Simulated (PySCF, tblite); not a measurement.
**C₂H₉OP₂Si₂ radical: geometry, infrared bands and EPR parameters**

Aim: predict the infrared bands and EPR parameters of C₂H₉OP₂Si₂ radical (`C[C@@H]([O])[SiH]1P[SiH2]P1`).

Computed with tblite 0.8.0 and PySCF 2.14.0, with density-fitted response routines of our own, on a single molecule in the gas phase. Atoms are numbered from 0 throughout.

## Step 1: Starting geometry

16 atoms, charge 0, multiplicity 2; geometry from: force field or distance geometry start.

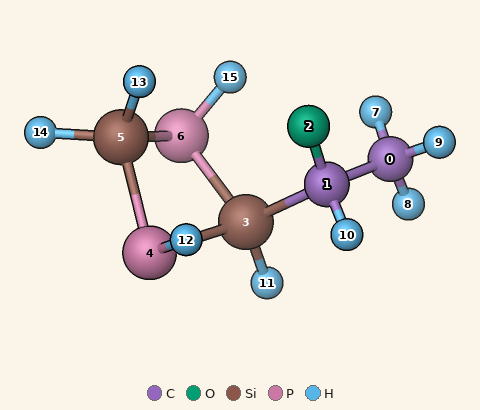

As it starts; carbon purple, oxygen teal, silicon brown, phosphorus pink, hydrogen blue, atoms numbered.

## Step 2: Geometry optimisation with GFN2-xTB

What the job is given:

```
{"job": {"kind": "relax", "xc": "GFN2-xTB", "basis": "xTB"}, "charge": 0, "multiplicity": 2}
C     -2.367300     0.335800     0.299000
C     -1.095200     0.553600    -0.548400
O     -0.512900     1.656700    -0.084100
Si     0.043400    -0.995800    -0.474000
P      1.946700    -0.719300    -1.555400
Si     2.574300     0.008300     0.414700
P      1.107000    -1.246000     1.457200
H     -2.161400     0.229700     1.376800
H     -2.905200    -0.567600    -0.020600
H     -3.075900     1.179000     0.187800
H     -1.436200     0.517700    -1.585300
H     -0.635400    -2.263700    -0.880400
H      1.586300     0.549200    -2.074400
H      2.565200     1.467600     0.658100
H      3.937100    -0.509500     0.703800
H      0.421700    -0.186700     2.113800
```

On the command line:

```bash
$ OMP_NUM_THREADS=1 python probes_run.py task.json out
```

This one command runs all jobs of the session in turn.

The log of the run:

```text
step      E/eV     max force
  0    -580.49821    3.664
  1    -580.87585    1.921
  2    -581.04604    0.663
  3    -581.08383    0.469
  4    -581.12321    0.407
  5    -581.13564    0.348
  6    -581.15399    0.283
  7    -581.16637    0.258
  8    -581.17300    0.160
  9    -581.17538    0.146
 10    -581.17687    0.134
 11    -581.17885    0.130
 12    -581.18145    0.149
 13    -581.18432    0.166
 14    -581.18666    0.144
 15    -581.18838    0.105
 16    -581.19002    0.125
 17    -581.19189    0.143
 18    -581.19404    0.143
 19    -581.19611    0.119
 20    -581.19765    0.085
 21    -581.19882    0.082
 22    -581.19996    0.083
 23    -581.20107    0.086
 24    -581.20212    0.080
 25    -581.20319    0.106
 26    -581.20450    0.129
 27    -581.20602    0.112
 28    -581.20726    0.074
 29    -581.20798    0.060
 30    -581.20851    0.062
 31    -581.20912    0.061
 32    -581.20971    0.053
 33    -581.21010    0.037
 34    -581.21027    0.029
 35    -581.21039    0.030
 36    -581.21052    0.037
 37    -581.21067    0.034
 38    -581.21078    0.022
 39    -581.21086    0.024
 40    -581.21095    0.029
 41    -581.21107    0.041
 42    -581.21120    0.036
 43    -581.21130    0.032
 44    -581.21136    0.022
 45    -581.21142    0.018
 46    -581.21148    0.020
 47    -581.21153    0.020
 48    -581.21158    0.020
 49    -581.21163    0.016
 50    -581.21167    0.016
 51    -581.21171    0.020
 52    -581.21174    0.020
 53    -581.21177    0.019
 54    -581.21181    0.024
 55    -581.21186    0.022
 56    -581.21191    0.020
 57    -581.21196    0.017
 58    -581.21200    0.023
 59    -581.21204    0.028
 60    -581.21210    0.023
 61    -581.21215    0.019
 62    -581.21221    0.023
 63    -581.21228    0.023
 64    -581.21233    0.018
 65    -581.21237    0.013
 66    -581.21240    0.013
 67    -581.21243    0.014
 68    -581.21246    0.015
 69    -581.21249    0.016
 70    -581.21252    0.014
 71    -581.21254    0.016
 72    -581.21257    0.013
 73    -581.21260    0.020
 74    -581.21262    0.021
 75    -581.21264    0.016
 76    -581.21265    0.008
```

Wall time 0.67 s (1 thread of Arm Neoverse V2, shared host).

Relaxation path: (not every step is listed)

```csv
step,energy from step 0 (eV),largest force (eV/Å)
0,0.0000,3.6643
1,-0.3776,1.9210
2,-0.5478,0.6632
3,-0.5856,0.4685
4,-0.6250,0.4069
5,-0.6374,0.3483
6,-0.6558,0.2835
7,-0.6682,0.2578
8,-0.6748,0.1598
14,-0.6884,0.1443
20,-0.6994,0.0847
26,-0.7063,0.1291
32,-0.7115,0.0530
38,-0.7126,0.0224
44,-0.7132,0.0225
50,-0.7135,0.0162
56,-0.7137,0.0196
62,-0.7140,0.0226
68,-0.7142,0.0154
71,-0.7143,0.0156
72,-0.7144,0.0131
73,-0.7144,0.0201
74,-0.7144,0.0211
75,-0.7144,0.0155
76,-0.7144,0.0079
```

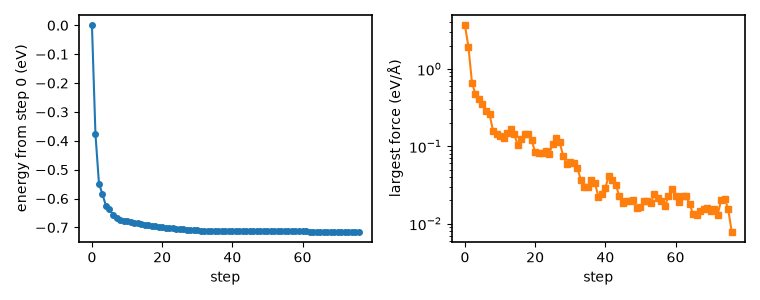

Energy and force, step by step.

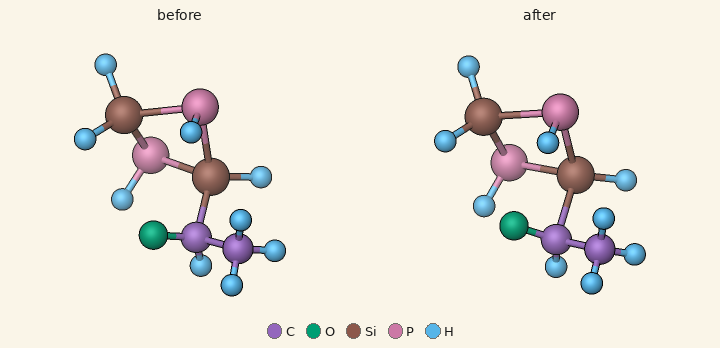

Before and after, at one scale.

Distances of close pairs at the start and the end, largest changes first:

| bond | before (Å) | after (Å) | change (Å) |
| --- | --- | --- | --- |
| C1–Si3 | 1.924 | 2.106 | +0.181 |
| Si5–P6 | 2.194 | 2.282 | +0.089 |
| P4–Si5 | 2.192 | 2.280 | +0.088 |
| C1–O2 | 1.331 | 1.271 | -0.060 |
| Si3–P4 | 2.206 | 2.253 | +0.047 |
| P6–H15 | 1.422 | 1.380 | -0.043 |
| P4–H12 | 1.417 | 1.380 | -0.037 |
| Si3–P6 | 2.219 | 2.254 | +0.035 |

The final coordinates are the input of the step that follows.

## Step 3: Vibrational analysis with GFN2-xTB

What the job is given:

```
{"job": {"kind": "ir", "xc": "GFN2-xTB", "basis": "xTB"}, "charge": 0, "multiplicity": 2}
C     -2.356579     0.283101     0.301777
C     -1.110162     0.592341    -0.503310
O     -0.256160     1.427469    -0.069252
Si     0.058414    -1.158593    -0.459322
P      1.890895    -0.607199    -1.649233
Si     2.593314     0.031802     0.423563
P      0.992766    -1.101426     1.591317
H     -2.104090     0.084896     1.341689
H     -2.894476    -0.563877    -0.115041
H     -3.007509     1.158029     0.275399
H     -1.323697     0.613989    -1.591784
H     -0.737592    -2.323221    -0.869847
H      1.446239     0.638579    -2.041800
H      2.576288     1.471574     0.641315
H      3.904506    -0.563044     0.693955
H      0.320246     0.024523     2.019162
```

The log of the run:

```text
mode    cm-1     km/mol
  1      21.8      6.02
  2      57.0      3.45
  3      95.2      1.71
  4     107.8      1.62
  5     187.7      6.65
  6     191.6      5.27
  7     223.1     17.00
  8     246.7      5.35
  9     375.9     30.06
 10     395.1      8.15
 11     400.8     27.52
 12     418.3     54.79
 13     426.5     21.76
 14     433.2     14.91
 15     468.2      8.10
 16     472.3     26.36
 17     496.4     11.30
 18     503.6     34.56
 19     604.6    315.34
 20     629.6    183.82
 21     653.5     29.92
 22     686.5      3.17
 23     716.9    108.41
 24     735.9    138.13
 25     882.1      6.28
 26     936.4     17.99
 27    1038.5     56.78
 28    1097.4     17.98
 29    1319.0     16.23
 30    1385.9     15.50
 31    1416.4    116.57
 32    1466.7      1.40
 33    1478.9      6.52
 34    2173.1    252.85
 35    2229.8    143.93
 36    2301.2    140.11
 37    2351.5     15.42
 38    2359.4    165.39
 39    2689.3     82.03
 40    2992.0     11.97
 41    3021.9     15.12
 42    3036.3     22.58
```

It took 0.77 s on 1 thread of Arm Neoverse V2, shared host.

The strongest bands and the atoms that carry them (share of the mass-weighted mode):

```csv
cm⁻¹,km/mol,atoms
605,315.3,"H13 23 %, H14 21 %, H12 12 %, Si3 11 %"
630,183.8,"H12 32 %, H14 28 %, H15 28 %"
736,138.1,"H15 32 %, H14 23 %, H12 22 %, H13 14 %"
1416,116.6,"C1 55 %, O2 26 %, H10 10 %"
2173,252.8,H11 96 %
2230,143.9,H14 95 %
2301,140.1,H13 95 %
2359,165.4,"H12 50 %, H15 45 %"
```

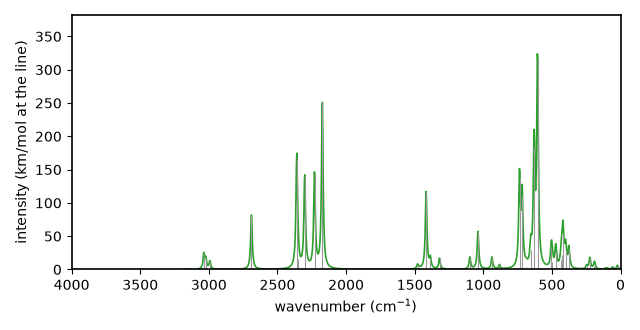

The infrared spectrum from these modes, unscaled. Lines are broadened to a width of 14 cm⁻¹ (Lorentzian).

## Step 4: g tensor and hyperfine couplings: B3LYP/pcH-1

Settings changed since step 3:

```diff
@@ -1,2 +1,2 @@
-{"job": {"kind": "ir", "xc": "GFN2-xTB", "basis": "xTB"}, "charge": 0, "multiplicity": 2}
+{"job": {"kind": "epr", "basis": "pcH-1"}, "charge": 0, "multiplicity": 2}
 C     -2.356579     0.283101     0.301777
```

Method: UKS B3LYP, pcH-1 on C H O P Si, non-relativistic, mean-field spin-orbit, GIAO.

The log of the run:

```text
UKS, coarse grid
  cycle   1  E = -1418.36681747  |g| = 6.63e-01
  cycle   2  E = -1415.79728783  |g| = 2.07e+00
  cycle   3  E = -1418.50647200  |g| = 2.48e-01
  cycle   4  E = -1418.53557744  |g| = 1.71e-01
  cycle   5  E = -1418.55103791  |g| = 4.76e-02
  cycle   6  E = -1418.55203318  |g| = 2.44e-02
  cycle   7  E = -1418.55234784  |g| = 1.43e-02
  cycle   8  E = -1418.55248937  |g| = 1.86e-03
  cycle   9  E = -1418.55248955  |g| = 1.08e-03
  cycle  10  E = -1418.55249423  |g| = 3.37e-04
UKS, final grid
  cycle   1  E = -1418.55247693  |g| = 3.72e-04
  cycle   2  E = -1418.55247688  |g| = 4.77e-04
  cycle   3  E = -1418.55247702  |g| = 4.78e-05
  cycle   4  E = -1418.55247702  |g| = 3.26e-05
  cycle   5  E = -1418.55247702  |g| = 1.78e-05
E = -1418.55247702 Eh   <S^2> = 0.7560 (exact 0.7500)
g shifts (ppm)      1          2          3
  rmc          -251       -251       -251
  gc             -9         43         55
  oz_so        2171       6551      16797
  total        1912       6344      16601
hyperfine (MHz)  atom isotope    a_iso     a_fc   dipolar eigenvalues
    0   13C      11.14      11.11     -2.72     -2.13      4.85
    1   13C     -31.09     -31.25    -11.28     -2.44     13.71
    2   17O     -39.06     -37.71   -178.36     88.14     90.22
    3  29Si    -228.30    -228.74    -75.77     36.63     39.15
    4   31P      12.08      11.94     -7.33     -5.15     12.47
    5  29Si      -1.86      -1.86     -0.43      0.16      0.27
    6   31P       8.94       8.82     -5.78     -4.66     10.44
    7    1H       8.10       8.09     -3.23     -2.66      5.89
    8    1H      -1.78      -1.79     -3.56     -1.83      5.39
    9    1H      35.04      35.03     -3.09     -1.24      4.33
   10    1H      83.05      82.99     -6.85     -3.08      9.93
   11    1H      48.94      48.93     -5.11     -0.38      5.49
   12    1H       9.40       9.40     -2.96     -1.96      4.92
   13    1H       0.07       0.06     -2.21     -1.77      3.98
   14    1H      11.24      11.24     -0.76     -0.67      1.43
   15    1H       5.06       5.06     -3.52     -2.49      6.01
```

Run time: 2.8 min. Hardware: 1 thread of Arm Neoverse V2, shared host; peak memory 1.1 GiB.

Principal g values 2.00423, 2.00866, 2.01892; g(iso) = 2.01060, against 2.00232 for a free electron.

Hyperfine couplings; where a row names several nuclei, a(iso) is their mean (it holds for fast rotation or exchange) and the dipolar term the largest among them:

```csv
nuclei,isotope,a(iso) (MHz),"a(iso) (G, at g = 2.0023)",largest dipolar term (MHz)
Si3,29Si,-228.3,-81.5,-75.8
H10,1H,83.0,29.6,9.9
H11,1H,48.9,17.5,5.5
O2,17O,-39.1,-13.9,-178.4
C1,13C,-31.1,-11.1,13.7
"H7, H8, H9",1H,13.8,4.9,5.9
P4,31P,12.1,4.3,12.5
H14,1H,11.2,4.0,1.4
C0,13C,11.1,4.0,4.9
H12,1H,9.4,3.4,4.9
P6,31P,8.9,3.2,10.4
H15,1H,5.1,1.8,6.0
Si5,29Si,-1.9,-0.7,-0.4
H13,1H,0.1,0.0,4.0
```

Mulliken spin populations:

C0 0.00; C1 0.04; O2 0.57; Si3 0.27; P4 0.01; Si5 0.00; P6 0.01; H7 0.00; H8 0.00; H9 0.02; H10 0.03; H11 0.03; H12 0.00; H13 0.00; H14 0.01; H15 0.00

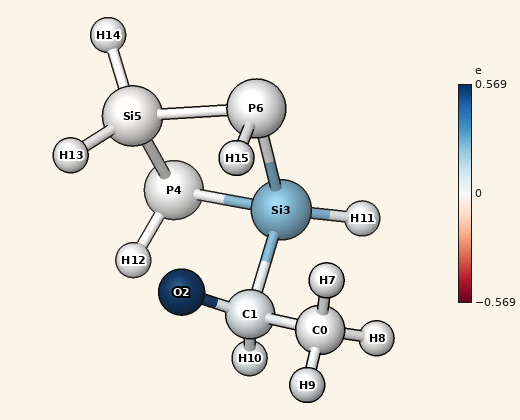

Mulliken spin populations, as colours on the atoms.

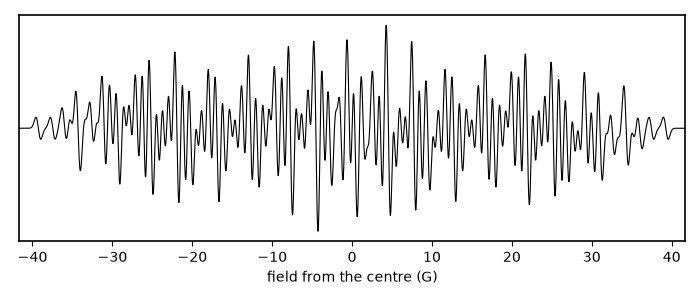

First-order isotropic spectrum (first derivative, main isotopes with spin only, couplings over 0.8 MHz, Gaussian width 0.3 G; couplings of the frozen geometry, rotation of groups not averaged beyond the rows shown).

The fields below are evaluated on a grid from the run's orbitals.

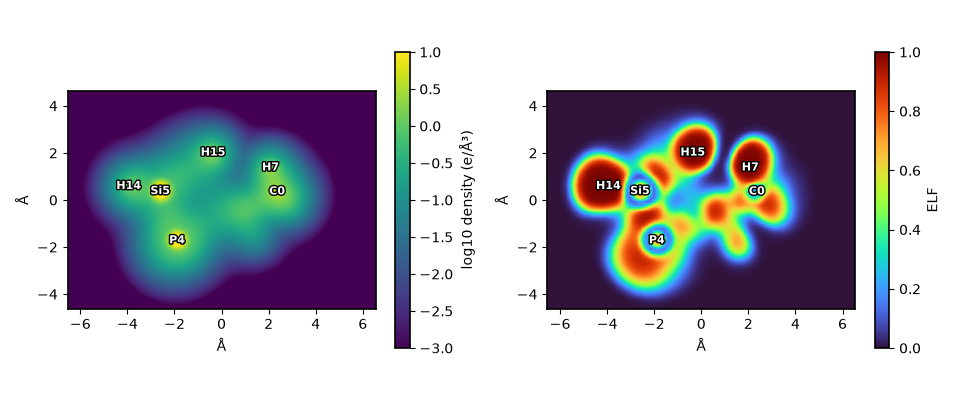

Density (left) and ELF (right) in a plane through or near 6 of the atoms.

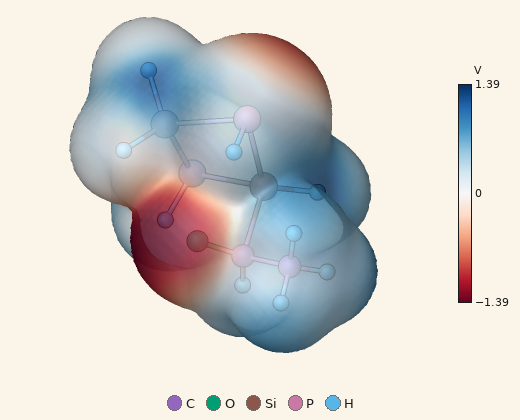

Electrostatic potential on the surface of density 0.002 e/bohr³; red is low, blue high. It runs from -1.37 V near O2 to 1.39 V near Si3.

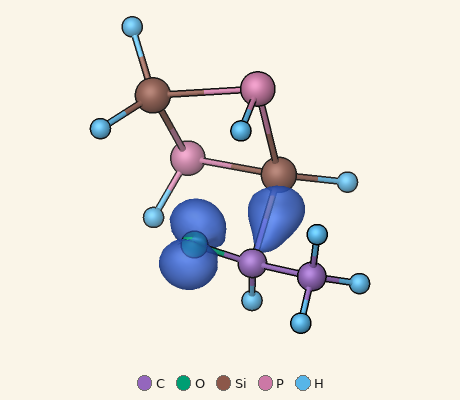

Spin density at ±0.09 e/Å³ (alpha excess blue, beta excess red).

## Step 5: Summary of results

| quantity | value |
| --- | --- |
| strongest single infrared mode (GFN2-xTB) | 605 cm⁻¹, 315 km/mol |
| zero-point energy (GFN2-xTB) | 62.5 kcal/mol |
| g(iso) (B3LYP) | 2.01060 |
| ⟨S²⟩ | 0.756 (exact 0.75) |
| largest a(iso) (averaged by class) | 29Si on Si3, -228.3 MHz |
| potential on the surface of density 0.002 e/bohr³, 1st and 99th percentile | -1.37 V and 1.39 V |

**Reading.** The optimisation took 76 steps and gained 0.714 eV; among the close pairs (by a distance rule), C1–Si3 changed most, from 1.924 to 2.106 Å. No mode is imaginary among the 42: a minimum at this level. The strongest single mode, at 605 cm⁻¹, is spread over many atoms; the largest shares are those of H13, H14. Unscaled tight-binding wavenumbers are off by several per cent, some by more. Its intensities can rank the bands wrongly. The largest share of the spin, 0.57 e, sits on O2. The isotropic g lies 8.3 ppt above the free-electron value. The conformer search (at its own cheap level) found a structure 30.2 kcal/mol lower, too far down for a turn about a bond: it may have other bonds, so these spectra needn't be the molecule's.
